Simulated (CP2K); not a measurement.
# revPBE-D3(BJ)/TZV2P-MOLOPT-PBE-GTH (core potential) run of C2HF (SMILES C#CF)

What is the energy change on altering one bond length of C2HF at revPBE-D3(BJ)/TZV2P-MOLOPT-PBE-GTH (core potential)? 

Program for the calculation: CP2K 2026.2.

1 further run of the same task is left out (set aside as unsound or not needed).

## 1. The molecule

The species is C2HF (4 atoms), meant as a singlet with charge 0. SMILES: `C#CF`. Geometry: relaxed at PBE0-D4/def2-TZVP.

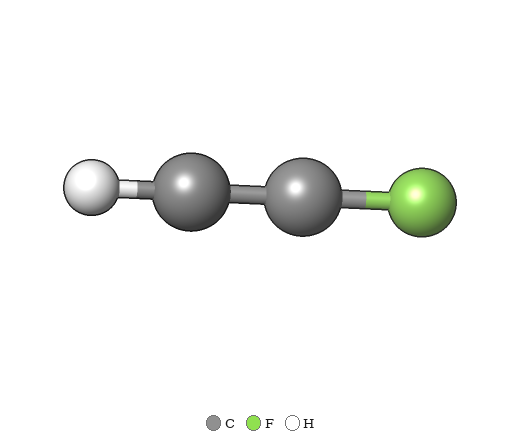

The structure, seen from a chosen angle (carbon grey, fluorine green, hydrogen white).

## 2. The energy at revPBE-D3(BJ)/TZV2P-MOLOPT-PBE-GTH (core potential)

qs.inp reads:

```
&GLOBAL
  PROJECT_NAME qs
  RUN_TYPE ENERGY
  PRINT_LEVEL MEDIUM
&END GLOBAL
&FORCE_EVAL
  METHOD QUICKSTEP
  &DFT
    BASIS_SET_FILE_NAME BASIS_MOLOPT_UZH
    POTENTIAL_FILE_NAME POTENTIAL_UZH
    CHARGE 0
    MULTIPLICITY 1
    &QS
      METHOD GPW
      EPS_DEFAULT 1.0E-10
    &END QS
    # plane-wave cutoff in Ry
    &MGRID
      CUTOFF 400
      REL_CUTOFF 50
      NGRIDS 4
    &END MGRID
    &POISSON
      PERIODIC NONE
      POISSON_SOLVER MULTIPOLE
    &END POISSON
    # self-consistent field
    &SCF
      SCF_GUESS ATOMIC
      EPS_SCF 1.0E-06
      MAX_SCF 100
      ADDED_MOS 10
      &DIAGONALIZATION
        ALGORITHM STANDARD
      &END DIAGONALIZATION
      &MIXING
        METHOD BROYDEN_MIXING
        ALPHA 0.4
        NBUFFER 4
      &END MIXING
    &END SCF
    # functional
    &XC
      &XC_FUNCTIONAL
        &PBE
          PARAMETRIZATION REVPBE
        &END PBE
      &END XC_FUNCTIONAL
      &VDW_POTENTIAL
        POTENTIAL_TYPE PAIR_POTENTIAL
        &PAIR_POTENTIAL
          TYPE DFTD3(BJ)
          PARAMETER_FILE_NAME dftd3.dat
          REFERENCE_FUNCTIONAL revPBE
          R_CUTOFF 15
        &END PAIR_POTENTIAL
      &END VDW_POTENTIAL
    &END XC
    &PRINT
      &MOMENTS
        PERIODIC F
        REFERENCE COM
        MAX_MOMENT 1
      &END MOMENTS
      &MO ON
        ENERGIES T
        OCCUPATION_NUMBERS T
        NDIGITS 6
        &EACH
          QS_SCF 0
        &END EACH
        ADD_LAST NUMERIC
      &END MO
      &HIRSHFELD OFF
      &END HIRSHFELD
    &END PRINT
  &END DFT
  &SUBSYS
    &CELL
      ABC [angstrom] 9 9.5 8.6
      PERIODIC NONE
    &END CELL
    &COORD
      C     -0.361030     0.453110    -0.290220
      C      0.303270    -0.380840     0.243810
      F      1.010600    -1.269010     0.812300
      H     -0.952830     1.196740    -0.765890
    &END COORD
    &TOPOLOGY
      &CENTER_COORDINATES
      &END CENTER_COORDINATES
    &END TOPOLOGY
    &KIND C
      BASIS_SET TZV2P-MOLOPT-PBE-GTH-q4
      POTENTIAL GTH-PBE-q4
    &END KIND
    &KIND F
      BASIS_SET TZV2P-MOLOPT-PBE-GTH-q7
      POTENTIAL GTH-PBE-q7
    &END KIND
    &KIND H
      BASIS_SET TZV2P-MOLOPT-PBE-GTH-q1
      POTENTIAL GTH-PBE-q1
    &END KIND
  &END SUBSYS
&END FORCE_EVAL
```

Launch:

```bash
$ OMP_NUM_THREADS=1 cp2k.psmp qs.inp > qs.out
```

Log:

```text
CP2K| version string:                                       CP2K version 2026.2
[...]
 GLOBAL| Method name                                                        CP2K
[...]
 GLOBAL| Run type                                                         ENERGY
[...]
 DFT| Spin restricted Kohn-Sham (RKS) calculation                            RKS
 DFT| Multiplicity                                                             1
[...]
 DFT| Charge                                                                   0
[...]
 FUNCTIONAL| PBE:
[...]
 QS| Method:                                                                 GPW
[...]
 QS| Density cutoff [a.u.]:                                                200.0
[...]
 QS| Relative density cutoff [a.u.]:                                        25.0
[...]
                             - Atoms:                                          4
[...]
                             - Spherical basis functions:                    101
[...]
 Number of electrons:                                                         16
[...]
     1 NoMix/Diag. 0.40E+00    0.7     0.77696913       -35.9196791750 -3.59E+01
[...]
    21 Broy./Diag. 0.40E+00    0.8     0.00000066       -36.1413342545 -1.02E-06
  *** SCF run converged in    21 steps ***
[...]
  Overlap energy of the core charge distribution:               0.00001858267687
  Self energy of the core charge distribution:                -92.42301586212223
  Core Hamiltonian energy:                                     26.91105684261601
  Hartree energy:                                              37.82791532063328
  Exchange-correlation energy:                                 -8.45349446685656
  Dispersion energy:                                           -0.00381467143221
  Total energy:                                               -36.14133425448485
[...]
                     Mulliken Population Analysis
 #  Atom  Element  Kind  Atomic population                           Net charge
       1     C        1          4.061139                             -0.061139
       2     C        1          3.787598                              0.212402
       3     F        2          7.221367                             -0.221367
       4     H        3          0.929896                              0.070104
 # Total charge                             16.000000                  0.000000
[...]
  Dipole moment [Debye]
    X= -0.2454451E+00 Y=  0.3104395E+00 Z= -0.1968095E+00  Total=      0.4419841
 ENERGY| Total FORCE_EVAL ( QS ) energy [hartree]            -36.141334254484846
[...]
```

It took 19 s on 1 thread of Arm Neoverse V2, shared host; peak memory 0.97 GiB.

## 3. The distorted shape, same level

molecule.inp reads:

```
&FORCE_EVAL
   METHOD Quickstep
   &DFT
      BASIS_SET_FILE_NAME BASIS_MOLOPT_UZH
      POTENTIAL_FILE_NAME POTENTIAL_UZH
      &QS
         METHOD GPW
         EPS_DEFAULT 1.0E-10
      &END QS
      &MGRID
         CUTOFF 400
         REL_CUTOFF 50
         NGRIDS 4
      &END MGRID
      &POISSON
         PERIODIC NONE
         POISSON_SOLVER MULTIPOLE
      &END POISSON
      &SCF
         SCF_GUESS ATOMIC
         EPS_SCF 1.0E-06
         MAX_SCF 150
         ADDED_MOS 3
         &DIAGONALIZATION
            ALGORITHM STANDARD
         &END DIAGONALIZATION
         &MIXING
            METHOD PULAY_MIXING
            ALPHA 0.3
            NBUFFER 8
         &END MIXING
      &END SCF
      &XC
         &XC_FUNCTIONAL
            &PBE
               PARAMETRIZATION REVPBE
            &END PBE
         &END XC_FUNCTIONAL
         &VDW_POTENTIAL
            POTENTIAL_TYPE PAIR_POTENTIAL
            &PAIR_POTENTIAL
               TYPE DFTD3(BJ)
               PARAMETER_FILE_NAME dftd3.dat
               REFERENCE_FUNCTIONAL revPBE
               R_CUTOFF 15
            &END PAIR_POTENTIAL
         &END VDW_POTENTIAL
      &END XC
      &PRINT
         &MOMENTS
            PERIODIC F
            REFERENCE COM
            MAX_MOMENT 1
         &END MOMENTS
         &MO ON
            ENERGIES T
            OCCUPATION_NUMBERS T
            NDIGITS 6
            &EACH
               QS_SCF 0
            &END EACH
            ADD_LAST NUMERIC
         &END MO
         &HIRSHFELD OFF
         &END HIRSHFELD
      &END PRINT
   &END DFT
   &SUBSYS
      &CELL
         ABC 9.7 10.4 9.1
         PERIODIC NONE
      &END CELL
      &COORD
         UNIT bohr
         C      0.6597714    -0.8300698     0.5302364
         C      1.9151165    -2.4060069     1.5394068
         F      3.2517765    -4.0844049     2.6136972
         H     -1.8005877     2.2615108    -1.4473223
      &END COORD
      &TOPOLOGY
         &CENTER_COORDINATES
         &END CENTER_COORDINATES
      &END TOPOLOGY
      &KIND C
         BASIS_SET TZV2P-MOLOPT-PBE-GTH-q4
         POTENTIAL GTH-PBE-q4
      &END KIND
      &KIND F
         BASIS_SET TZV2P-MOLOPT-PBE-GTH-q7
         POTENTIAL GTH-PBE-q7
      &END KIND
      &KIND H
         BASIS_SET TZV2P-MOLOPT-PBE-GTH-q1
         POTENTIAL GTH-PBE-q1
      &END KIND
   &END SUBSYS
&END FORCE_EVAL

&GLOBAL
   PROJECT molecule
   RUN_TYPE ENERGY
   PRINT_LEVEL MEDIUM
&END GLOBAL
```

Launch:

```bash
$ OMP_NUM_THREADS=1 cp2k.psmp -i molecule.inp -o molecule.out
```

Log:

```text
CP2K| version string:                                       CP2K version 2026.2
[...]
 GLOBAL| Method name                                                        CP2K
[...]
 GLOBAL| Run type                                                         ENERGY
[...]
 DFT| Spin restricted Kohn-Sham (RKS) calculation                            RKS
 DFT| Multiplicity                                                             1
[...]
 DFT| Charge                                                                   0
[...]
 FUNCTIONAL| PBE:
[...]
 QS| Method:                                                                 GPW
[...]
 QS| Density cutoff [a.u.]:                                                200.0
[...]
 QS| Relative density cutoff [a.u.]:                                        25.0
[...]
                             - Atoms:                                          4
[...]
                             - Spherical basis functions:                    101
[...]
 Number of electrons:                                                         16
[...]
     1 NoMix/Diag. 0.30E+00    0.8     1.07531367       -35.8154614307 -3.58E+01
[...]
    23 Pulay/Diag. 0.30E+00    1.1     0.00000023       -35.9370052015 -1.91E-06
  *** SCF run converged in    23 steps ***
[...]
  Overlap energy of the core charge distribution:               0.00001791874089
  Self energy of the core charge distribution:                -92.42301586212223
  Core Hamiltonian energy:                                     26.57958715832133
  Hartree energy:                                              38.17390299946429
  Exchange-correlation energy:                                 -8.26329839798888
  Dispersion energy:                                           -0.00419901791194
  Total energy:                                               -35.93700520149653
[...]
                     Mulliken Population Analysis
 #  Atom  Element  Kind  Atomic population                           Net charge
       1     C        1          4.100292                             -0.100292
       2     C        1          3.870071                              0.129929
       3     F        2          7.217365                             -0.217365
       4     H        3          0.812273                              0.187727
 # Total charge                             16.000000                  0.000000
[...]
  Dipole moment [Debye]
    X= -0.8730010E+00 Y=  0.1094590E+01 Z= -0.7018617E+00  Total=      1.5661633
 ENERGY| Total FORCE_EVAL ( QS ) energy [hartree]            -35.937005201496532
[...]
```

It took 24 s on 1 thread of Arm Neoverse V2, shared host; peak memory 1.3 GiB.

## 4. What came out

Level: revPBE-D3(BJ)/TZV2P-MOLOPT-PBE-GTH (core potential).

| quantity | value |
| --- | --- |
| first shape: total energy | -36.14133 Eh |
| first shape: dipole moment | 0.44 D |
| first shape: HOMO energy | -6.91 eV |
| first shape: LUMO energy | 0.47 eV |
| first shape: HOMO–LUMO gap | 7.39 eV |
| first shape: dispersion energy | -10.02 kJ/mol |
| distorted shape: total energy | -35.93701 Eh |
| distorted shape: dipole moment | 1.57 D |
| distorted shape: HOMO energy | -6.73 eV |
| distorted shape: LUMO energy | -6.20 eV |
| distorted shape: HOMO–LUMO gap | 0.54 eV |
| distorted shape: dispersion energy | -11.02 kJ/mol |
| energy change with the C1–H4 bond stretched from 1.063 to 2.338 Å | 5.560 eV |

**Reading.** One bond (distorted shape) is far stretched, which a spin-restricted single reference describes badly; a broken-symmetry solution may lie lower. With the C1–H4 bond stretched from 1.063 to 2.338 Å the energy rises by 5.56 eV (128 kcal/mol). The first shape isn't relaxed at this level, so the change isn't measured from a minimum. A restricted reference can't describe the breaking bond well at this length.
